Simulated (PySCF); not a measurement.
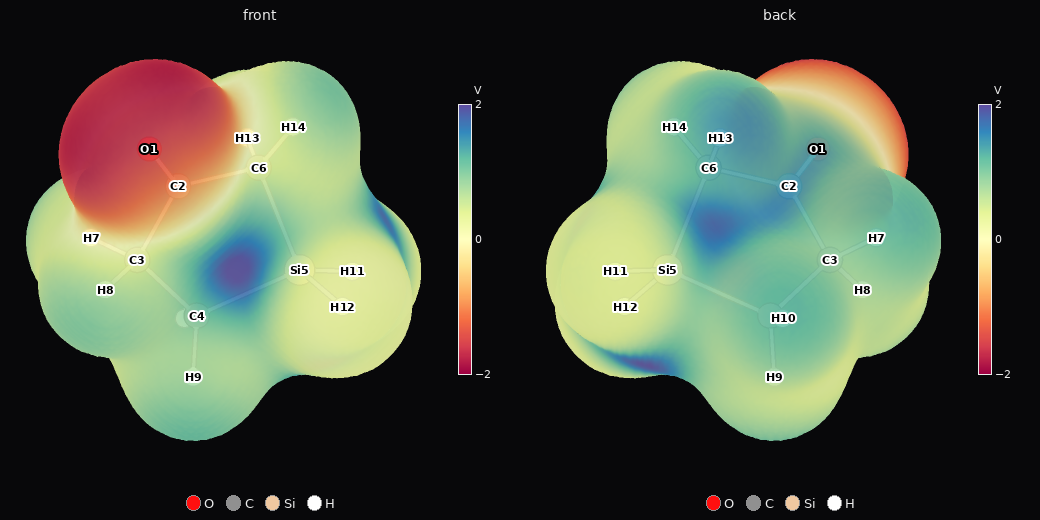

Figure 1: C₄H₈OSi (SMILES O=C1CC[SiH2]C1). The molecular electrostatic potential painted on the density surface at 0.004 e/bohr³, seen from the front and from behind; red is negative and blue positive.

Geometry: B3LYP-D3(BJ)/def2-SVP; a saddle point, not a minimum.

All numbers below come from revPBE/pcSseg-1, SCF density, gas phase, non-relativistic in PySCF 2.14.0.

Input

```
{"job": {"kind": "nmr", "xc": "revPBE", "basis": "pcSseg-1", "pop": false}, "charge": 0, "multiplicity": 1}
O      2.102759     0.585058    -1.383474
C      1.216970     0.350829    -0.597841
C      0.800191    -1.083544    -0.220861
C     -0.647538    -1.158526     0.328057
Si    -1.343870     0.615037     0.193427
C      0.369590     1.421765     0.083362
H      1.534798    -1.443657     0.520463
H      0.951208    -1.703801    -1.116910
H     -1.255665    -1.890655    -0.223867
H     -0.661548    -1.475940     1.382698
H     -2.146932     1.048001     1.371552
H     -2.143986     0.824603    -1.047710
H      0.731642     1.518438     1.125026
H      0.492381     2.392393    -0.413922
```

Command:

```sh
OMP_NUM_THREADS=1 python ens_run.py task.json out
```

Which sites attract a positive test charge, and which a negative one?

A positive charge is drawn to the negative regions and a negative charge to the positive ones. The most negative region (about −1.8 V, or −42 kcal/mol for a unit charge) lies over O1, the most positive (about +1.9 V, or +44 kcal/mol for a unit charge) over C2 and Si5. O1 is the likeliest acceptor of a hydrogen bond.
